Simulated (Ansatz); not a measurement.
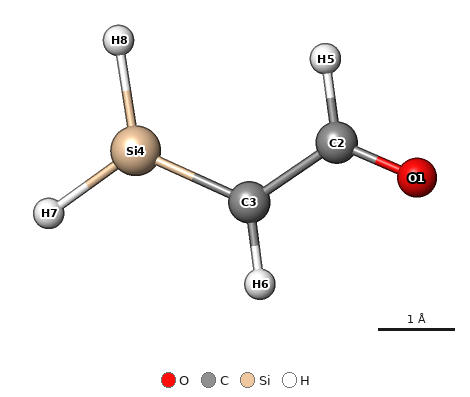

The structure as given in the input (ball-and-stick view, seen at a tilt; atoms are numbered from 1 in the order of the input). Bond lengths as drawn: C–C 1.46 Å, C–H 1.10 to 1.12 Å, C–O 1.21 Å, C–Si 1.73 Å and H–Si 1.48 Å.

## Nudged elastic band, with input and output: C2H4OSi

C2H4OSi, computed with RKS B3LYP/def2-SVP (Ansatz 0.2.0).

The run did not end well. One setting was made poor on purpose. It belongs to a series of runs on one base structure; here: band between the two ends.

Input
```yaml
crystal:
  periodic: [false, false, false]
  atoms:
    - { symbol: O, position_ang: [1.755293, 1.787688, -0.425169] }
    - { symbol: C, position_ang: [0.765792, 1.087766, -0.503893] }
    - { symbol: C, position_ang: [0.456549, -0.024303, 0.394259] }
    - { symbol: Si, position_ang: [-0.958938, -1.005462, 0.262415] }
    - { symbol: H, position_ang: [0.006123, 1.273486, -1.310972] }
    - { symbol: H, position_ang: [1.194025, -0.210712, 1.183573] }
    - { symbol: H, position_ang: [-1.241089, -2.123666, 1.189964] }
    - { symbol: H, position_ang: [-1.977746, -0.784796, -0.790176] }
basis:
  gaussian: { orbitals: def2-SVP }
hamiltonian:
  xc: b3lyp
neb:
  order_check: false
  images: 5
  f_tol: 0.03
  max_iterations: 3
  final_atoms:
    - { symbol: O, position_ang: [1.93544131, 1.16436547, -0.06921122] }
    - { symbol: C, position_ang: [0.59572735, 1.13934831, -0.25375665] }
    - { symbol: C, position_ang: [-0.21447888, 0.10841043, -0.05963247] }
    - { symbol: Si, position_ang: [-1.25841064, -1.1889399, 0.1739984] }
    - { symbol: H, position_ang: [0.23960328, 2.11965033, -0.60061395] }
    - { symbol: H, position_ang: [2.21060526, 0.28442438, 0.234752] }
    - { symbol: H, position_ang: [-1.9317888, -1.45881463, 1.46738223] }
    - { symbol: H, position_ang: [-1.57668987, -2.1684434, -0.89291733] }
  initial_path:
    images:
      - { positions_ang: [[1.755293, 1.787688, -0.425169], [0.765792, 1.087766, -0.503893], [0.456549, -0.024303, 0.394259], [-0.958938, -1.005462, 0.262415], [0.006123, 1.273486, -1.310972], [1.194025, -0.210712, 1.183573], [-1.241089, -2.123666, 1.189964], [-1.977746, -0.784796, -0.790176]] }
      - { positions_ang: [[1.76826095, 1.73117029, -0.35653826], [0.77229448, 1.04336512, -0.45291203], [0.43934574, -0.06562637, 0.42242611], [-0.99853152, -1.03439832, 0.26016189], [0.02670881, 1.24375043, -1.2636859], [1.3171024, 0.04242041, 1.02276949], [-1.31891519, -2.15434103, 1.15809112], [-2.00625666, -0.80633953, -0.79031142]] }
      - { positions_ang: [[1.7812289, 1.67465257, -0.28790753], [0.77879695, 0.99896424, -0.40193107], [0.42214248, -0.10694974, 0.45059321], [-1.03812504, -1.06333464, 0.25790879], [0.04729461, 1.21401487, -1.21639979], [1.4401798, 0.29555283, 0.86196598], [-1.39674139, -2.18501606, 1.12621824], [-2.03476732, -0.82788305, -0.79044684]] }
      - { positions_ang: [[1.79419684, 1.61813486, -0.21927679], [0.78529943, 0.95456336, -0.3509501], [0.40493923, -0.14827312, 0.47876032], [-1.07771857, -1.09227097, 0.25565568], [0.06788042, 1.1842793, -1.16911369], [1.56325721, 0.54868524, 0.70116248], [-1.47456758, -2.21569109, 1.09434536], [-2.06327797, -0.84942658, -0.79058226]] }
      - { positions_ang: [[1.84127833, 1.4668784, -0.16925494], [0.72210874, 1.01615835, -0.31855228], [0.19846652, -0.06271193, 0.29929606], [-1.13794926, -1.12449394, 0.22843659], [0.12512138, 1.49606964, -0.97961378], [1.77903989, 0.46059829, 0.54569232], [-1.62697466, -1.96339894, 1.21869099], [-1.90108194, -1.28909885, -0.82469395]] }
      - { positions_ang: [[1.88835982, 1.31562193, -0.11923308], [0.65891804, 1.07775333, -0.28615447], [-0.00800618, 0.02284925, 0.11983179], [-1.19817995, -1.15671692, 0.20121749], [0.18236233, 1.80785999, -0.79011386], [1.99482257, 0.37251133, 0.39022216], [-1.77938173, -1.71110678, 1.34303661], [-1.7388859, -1.72877113, -0.85880564]] }
      - { positions_ang: [[1.93544131, 1.16436547, -0.06921122], [0.59572735, 1.13934831, -0.25375665], [-0.21447888, 0.10841043, -0.05963247], [-1.25841064, -1.1889399, 0.1739984], [0.23960328, 2.11965033, -0.60061395], [2.21060526, 0.28442438, 0.234752], [-1.9317888, -1.45881463, 1.46738223], [-1.57668987, -2.1684434, -0.89291733]] }
```

Run on 1 thread of Intel Xeon @ 2.50GHz (Skylake/Cascade Lake), 189 GiB of memory available, shared host.

Command:
```bash
ansatz run input.yaml --threads 1 --pin off --max-ram 2048MiB --backend cpu --events-out ev --progress --plain --runs-dir out
```

The program's output
```
Engine: ansatz 0.2.0, x86_64-unknown-linux-gnu
Functional definition: B3LYP
  parameter a0 = 0.2
  parameter ax = 0.72
  parameter ac = 0.81
  exchange = (1 - a0 - ax)*slater_x + ax*b88_x + a0*exact_x
  correlation = (1 - ac)*vwn_rpa_c + ac*lyp_c
866 factors; integrals over basis functions are off by at most 3.3e-4 eV
mean field evaluation 1: about -12047.8992 eV, gradient 5.9e1 eV
mean field evaluation 2: about -11938.6256 eV, gradient 1.6e2 eV
mean field evaluation 4: about -12056.3523 eV, gradient 1.2e1 eV
mean field evaluation 8: about -12056.9151 eV, gradient 3.3e-1 eV
mean field evaluation 16: about -12056.9341 eV, gradient 1.0e-5 eV
mean field -12056.93413417 eV, -443.0841569472 hartree, gradient 1.0e-5 eV, S^2 0.000000; 0 other end points of the search recorded, 0 dependent functions left out
the calculation of the forces begins
reference -12056.93434739 eV, -443.0841647830 hartree; 19, 19 occupied and 61, 61 virtual orbitals, 866 factors
868 factors; integrals over basis functions are off by at most 1.1e-3 eV
mean field evaluation 32: about -12056.0865 eV, gradient 8.0e-6 eV
mean field -12056.08651373 eV, -443.0530074706 hartree, gradient 8.4e-6 eV, S^2 0.000000; 0 other end points of the search recorded, 0 dependent functions left out
[... from here on the field's lines of each further geometry are left out, up to the last ...]
NEB iter   1: max|band force component| = 5.780e0 eV/Å  barrier→ = 4.0194 eV  barrier← = 3.1718 eV  Δτ_max = 0.1935 Å  (189 SCF iters)
NEB iter   2: max|band force component| = 3.324e0 eV/Å  barrier→ = 2.7468 eV  barrier← = 1.8992 eV  Δτ_max = 0.1982 Å  (156 SCF iters)
the calculation of the forces begins
reference -12055.09107116 eV, -443.0164256308 hartree; 19, 19 occupied and 61, 61 virtual orbitals, 868 factors
these checks for a lower state are left out or cut short: starts, cluster_reference, orbital_swaps, neighbouring_geometries, increment
868 factors; integrals over basis functions are off by at most 9.6e-4 eV
mean field -12055.84122678 eV, -443.0439933415 hartree, gradient 1.2e-5 eV, S^2 0.000000; 0 other end points of the search recorded, 0 dependent functions left out
the calculation of the forces begins
reference -12055.84145335 eV, -443.0440016677 hartree; 19, 19 occupied and 61, 61 virtual orbitals, 868 factors
NEB iter   3: max|band force component| = 2.407e0 eV/Å  barrier→ = 2.3035 eV  barrier← = 1.4558 eV  Δτ_max = 0.1961 Å  (161 SCF iters)
```

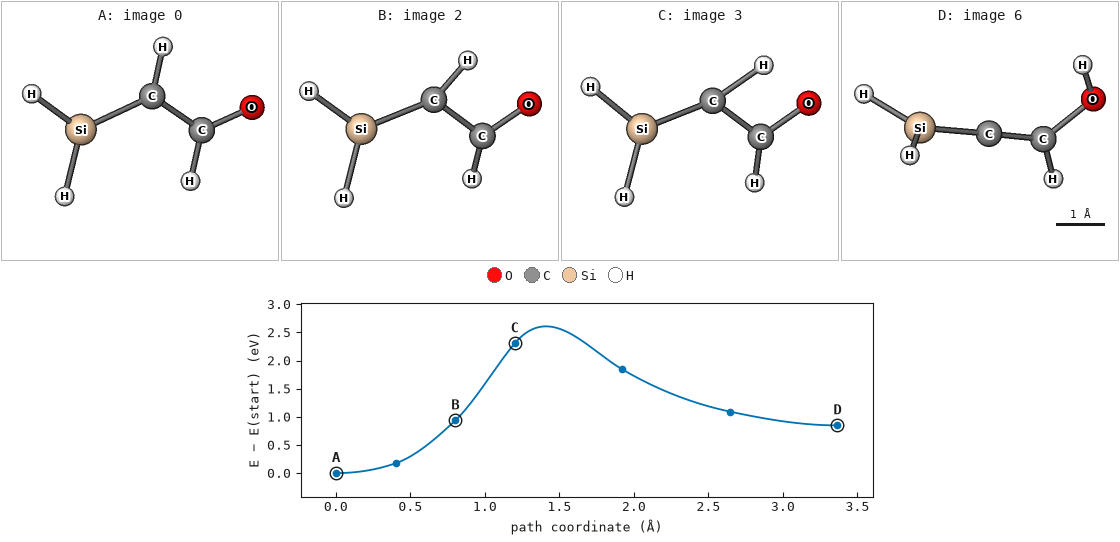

Images of the last band (counted from 0; ball-and-stick, seen at a tilt) above the energy along the path; the line is a cubic interpolation that uses the forces. The highest image is number 3, 2.303 eV above the start and 1.456 eV above the end; the end lies 0.848 eV above the start. The path is 3.37 Å long. The band had not converged after 3 iterations.

```
Unfinished report: {"positions_ang":[[1.8161018226865187,1.474555761358468,-0.13406820037050085],[0.6845228140142724,1.0362564740873619,-0.44136471499558216],[0.3178612299496191,-0.004116032528834843,0.42043925814414895],[-1.0415509044047668,-1.0662068402068756,0.2496662759168404],[0.02367273548826144,1.5533774855648652,-1.1088899460607529],[1.592513307291787,0.21180577208185764,0.6619714939320149],[-1.4397262172583425,-2.059420546577544,1.2848783486951836],[-1.9533857777673496,-1.1462510737792981,-0.9326315152613522]],"unchecked":["starts","cluster_reference","orbital_swaps","neighbouring_geometries","increment"],"mean_field":{"relativity":"none","state":{"energy":{"ev":-12054.630890349095,"hartree":-442.9995142980417},"converged":true,"gradient_ev":0.00008083781442045181,"stability":{"kind":"minimum","curvature_ev":14.709965067193991},"curvature_floor_ev":0.00030000000000000003,"spin_squared":1.0658141036401503e-14},"others":[],"fillings":{"estimated":0,"unestimated":0,"tried":0,"untried":0,"excluded_magnetic_sites":0},"n_dropped_functions":0,"n_trapped_functions":0,"passes":{"evaluations":4,"products":28},"factors":{"origin":"Cholesky decomposition","count":866,"bound_ev":0.001180451743497497},"gradient_stop_ev":0.00009,"reference_kind":"stationary","functional":{"name":"B3LYP","citations":["Stephens, Devlin, Chabalowski & Frisch, J. Phys. Chem. 98, 11623 (1994) doi:10.1021/j100096a001","Becke, Phys. Rev. A 38, 3098 (1988) doi:10.1103/PhysRevA.38.3098","Lee, Yang & Parr, Phys. Rev. B 37, 785 (1988) doi:10.1103/PhysRevB.37.785","Vosko, Wilk & Nusair, Can. J. Phys. 58, 1200 (1980) doi:10.1139/p80-159"],"text":"name \"B3LYP\"\ncite \"Stephens, Devlin, Chabalowski & Frisch, J. Phys. Chem. 98, 11623 (1994) doi:10.1021/j100096a001\"\ncite \"Becke, Phys. Rev. A 38, 3098 (1988) doi:10.1103/PhysRevA.38.3098\"\ncite \"Lee, Yang & Parr, Phys. Rev. B 37, 785 (1988) doi:10.1103/PhysRevB.37.785\"\ncite \"Vosko, Wilk & Nusair, Can. J. Phys. 58, 1200 (1980) doi:10.1139/p80-159\"\nparameter a0 = 0.2\nparameter ax = 0.72\nparameter ac = 0.81\nexchange = (1 - a0 - ax)*slater_x + ax*b88_x + a0*exact_x\ncorrelation = (1 - ac)*vwn_rpa_c + ac*lyp_c\n","parameters":{"a0":{"value":0.2,"default":0.2},"ac":{"value":0.81,"default":0.81},"ax":{"value":0.72,"default":0.72}},"final_grid":{"core_spheres":13.0,"valence_spheres":11.0,"degree":36.0},"final_grid_parameter_source":"default","radial_points_factor":1.0,"radial_grid_error_ev":6.729326096032238e-7,"grid_sensitivity":"normal","grid_sensitivity_ratio":0.0013437628806248659},"unsmoothed_excess_ev":-0.00021242574912896288,"symmetry":{"irreps":["A"],"axes":[[0.9999442871323625,0.005735265049459795,-0.00886167964687886],[-0.0055691078035021825,0.9998103329648271,0.01866234537872434],[0.008967032375565127,-0.018611953996672877,0.9997865709734259]],"occupied":[{"A":19},{"A":19}]},"held":{"pivots":866,"left_out":0,"joined":0},"density_repulsion":{"missed_ev":0.000011294560841616432,"excess_ev":1.0337498394004749e-8,"most_excess_ev":0.0001026,"are_drawn_again":false,"n_first_factors":866,"energy_change_ev":0.0,"n_dropped_ends":0}},"factors":{"origin":"Cholesky decomposition","count":866,"bound_ev":0.001180451743497497},"n_frozen":0,"n_occupied":[19,19],"n_virtual":[61,61],"reference":{"ev":-12054.630890349095,"hartree":-442.9995142980417},"total":{"ev":-12054.630890349095,"hartree":-442.9995142980417},"forces_ev_per_angstrom":[[0.4379522042543893,1.1424058887608346,-1.837465129468412],[0.6061771809879152,1.1797374623710013,1.126578903816919],[1.365796891808651,-1.3758592527245146,-0.04472390149285646],[0.11846662993614458,-0.28688989683009286,0.2630498459259009],[-0.47161161378693184,0.5893429698743553,-1.1870352667939759],[-2.236495506860583,-1.5906235725650713,1.6234208497779514],[0.1767306064324638,0.02247373987167748,-0.09563077191201513],[0.002983607220612093,0.31941266124035733,0.15180547014662718]],"charge_distribution":{"dipole_moment_e_ang":[-0.6471275649305072,-0.38450645979129033,-0.16076871766586592],"mulliken_charges_e":[-0.2599398639127397,0.1768318891291223,-0.29961181787067037,0.3406997797345763,0.0011921716841986063,0.1485528076517293,-0.05057122269781544,-0.05715374371839954],"lowdin_charges_e":[0.0165835462410735,-0.08083902634573725,-0.310198579295764,0.41187518273493495,-0.01610832904957582,0.11227555713258364,-0.06620378555666662,-0.06738456586087205]},"n_threads":1,"memory_gib":1.7045454550534487,"seconds":{"hamiltonian":5.131157316,"orbitals":0.0,"second_order":0.0,"solver_start":0.0,"cycles":0.0,"cycle":0.0,"perturbative":0.0,"full_ci_increment":0.0,"forces":0.0}}
this run last wrote the band of iteration 3 to [file]
Error: NEB band did not converge after 3 iterations: max|band force component| = 2.41e0 eV/Å (threshold 3.0e-2); raise `neb.max_iterations` in a new run, which can start from the last band evaluated (`neb.initial_path`, with `crystal.atoms` and `neb.final_atoms` set to its first and last images), add images, or start from endpoints closer to local minima. Where this run's directory can be resumed (`checkpoint.write`), a resume goes on for up to `neb.max_iterations` more; to start a new run from the last band, take its images' positions from the `neb_iteration` event of iteration 3 (`data.images[].positions_ang`), in the event stream of the run that computed that iteration (not this run's, if it was resumed behind it). With `checkpoint.write`, `steps/00-neb/state/checkpoint.json` in the run directory holds the last saved band, under `neb.evaluated.images[].positions_ang` (a band under a hybrid functional on support functions is neither saved nor resumed: `neb.initial_path` says where its path is): check the last entry of `neb.iterations` there, which is earlier than 3 if that iteration was not saved or its write failed. If the band's step has no `state` directory and holds `state.next`, a write was cut short, and the file is under `state.next` instead (behind a loss of power it can be under `state.prev`)
this run wrote the band of iteration 3 to [file] as well, whether or not its events were kept: a new run's `neb.initial_path` can list its `images[].positions_ang`
a run's events are kept only if it was started with --events-out <file>, and are in that file
```

The last band as extended XYZ (Å, eV, eV/Å)
```
8
Properties=species:S:1:pos:R:3:forces:R:3 image=0 energy=-12056.93413
O     1.7553    1.7877   -0.4252    0.0027   0.0010   0.0005
C     0.7658    1.0878   -0.5039   -0.0005  -0.0026   0.0030
C     0.4565   -0.0243    0.3943   -0.0006  -0.0001  -0.0008
Si   -0.9589   -1.0055    0.2624    0.0024   0.0013   0.0009
H     0.0061    1.2735   -1.3110   -0.0018  -0.0001  -0.0015
H     1.1940   -0.2107    1.1836   -0.0012   0.0011  -0.0015
H    -1.2411   -2.1237    1.1900   -0.0002   0.0000  -0.0007
H    -1.9777   -0.7848   -0.7902   -0.0007  -0.0005   0.0001
8
Properties=species:S:1:pos:R:3:forces:R:3 image=1 energy=-12056.75981
O     1.7847    1.7009   -0.3739    0.1812   0.0296  -0.6057
C     0.7612    1.0620   -0.5381   -0.1621   0.7194   1.1866
C     0.4464   -0.0480    0.3688    0.0209  -0.0284  -0.6602
Si   -0.9647   -1.0417    0.2775   -0.0158  -0.0904  -0.0008
H    -0.0407    1.4684   -1.2021    0.0198  -0.4134  -0.4202
H     1.2831   -0.1259    1.0649   -0.1975  -0.3871   0.4421
H    -1.3663   -2.0684    1.2714    0.1569   0.0249  -0.0194
H    -1.9036   -0.9474   -0.8685   -0.0035   0.1455   0.0776
8
Properties=species:S:1:pos:R:3:forces:R:3 image=2 energy=-12055.99883
O     1.7916    1.5986   -0.2318    0.5458   0.6704  -1.5799
C     0.7455    1.0341   -0.5351   -0.0985   1.5383   1.9596
C     0.3973   -0.0189    0.3955    0.1661  -0.9285  -1.1840
Si   -0.9971   -1.0504    0.2833    0.1265  -0.2740   0.0425
H    -0.0004    1.5620   -1.1480   -0.1889  -0.2902  -0.9696
H     1.4114    0.0151    0.8442   -0.9338  -1.1841   1.4255
H    -1.4286   -2.0523    1.2930    0.2013   0.0655   0.0212
H    -1.9198   -1.0883   -0.9012    0.1816   0.4025   0.2848
8
Properties=species:S:1:pos:R:3:forces:R:3 image=3 energy=-12054.63068
O     1.8161    1.4746   -0.1341    0.4380   1.1424  -1.8375
C     0.6845    1.0363   -0.4414    0.6062   1.1797   1.1266
C     0.3179   -0.0041    0.4204    1.3658  -1.3759  -0.0447
Si   -1.0416   -1.0662    0.2497    0.1185  -0.2869   0.2631
H     0.0237    1.5534   -1.1089   -0.4716   0.5893  -1.1870
H     1.5925    0.2118    0.6620   -2.2365  -1.5906   1.6234
H    -1.4397   -2.0594    1.2849    0.1767   0.0225  -0.0956
H    -1.9534   -1.1463   -0.9326    0.0030   0.3194   0.1518
8
Properties=species:S:1:pos:R:3:forces:R:3 image=4 energy=-12055.09084
O     1.9152    1.2362   -0.0936    0.2485  -0.0695  -0.4593
C     0.6147    1.0807   -0.3234   -0.8312  -1.1114   0.5696
C     0.0775    0.0329    0.3684   -1.0134   0.5182  -0.6746
Si   -1.1735   -1.1055    0.2281   -0.3013  -0.1090   0.1687
H     0.0989    1.7382   -1.0467    0.3982   0.3213   0.4610
H     1.9257    0.4449    0.5143    1.2554   0.5255   0.1089
H    -1.5407   -1.9865    1.3895   -0.0364   0.2340  -0.3144
H    -1.9178   -1.4410   -1.0366    0.2802  -0.3091   0.1402
8
Properties=species:S:1:pos:R:3:forces:R:3 image=5 energy=-12055.84123
O     1.9482    1.2203   -0.0928   -0.3742   1.0654  -1.1941
C     0.6279    1.0629   -0.3242   -0.2804  -0.1619   0.8435
C    -0.0860    0.0316    0.1243   -0.1851   0.1433  -0.3133
Si   -1.2758   -1.1548    0.2083    0.0457  -0.0017   0.0719
H     0.1555    1.9210   -0.8104    0.1833   0.2888  -0.0339
H     2.1818    0.4691    0.4298    0.6815  -1.1117   0.7690
H    -1.7719   -1.7433    1.4781   -0.1055   0.1661  -0.0374
H    -1.7796   -1.8070   -1.0131    0.0347  -0.3882  -0.1057
8
Properties=species:S:1:pos:R:3:forces:R:3 image=6 energy=-12056.08651
O     1.9354    1.1644   -0.0692    0.0021   0.0009   0.0057
C     0.5957    1.1393   -0.2538   -0.0029  -0.0084  -0.0032
C    -0.2145    0.1084   -0.0596   -0.0192  -0.0162  -0.0001
Si   -1.2584   -1.1889    0.1740    0.0149   0.0166  -0.0005
H     0.2396    2.1197   -0.6006    0.0007  -0.0005  -0.0004
H     2.2106    0.2844    0.2348   -0.0013   0.0015   0.0000
H    -1.9318   -1.4588    1.4674    0.0055   0.0020   0.0004
H    -1.5767   -2.1684   -0.8929    0.0001   0.0040  -0.0018
```

Outcome

| quantity | value |
| --- | --- |
| outcome | not converged |
| barrier, forward (band not converged) | 2.304 eV |
| barrier, backward | 1.456 eV |
| wall time | 87 s |
| peak memory | 0.16 GiB |

The run did not converge: “NEB band did not converge after 3 iterations: max|band force component| = 2.41e0 eV/Å (threshold 3.0e-2); raise `neb.max_iterations` in a new run, which can start from the last band evaluated (`neb.initial_path`, with `crystal.atoms` and `neb.final_atoms` set to its first and last images), add images, or start from endpoints closer to local minima …” Its last values are not results. A deliberately poor setting: few iterations.
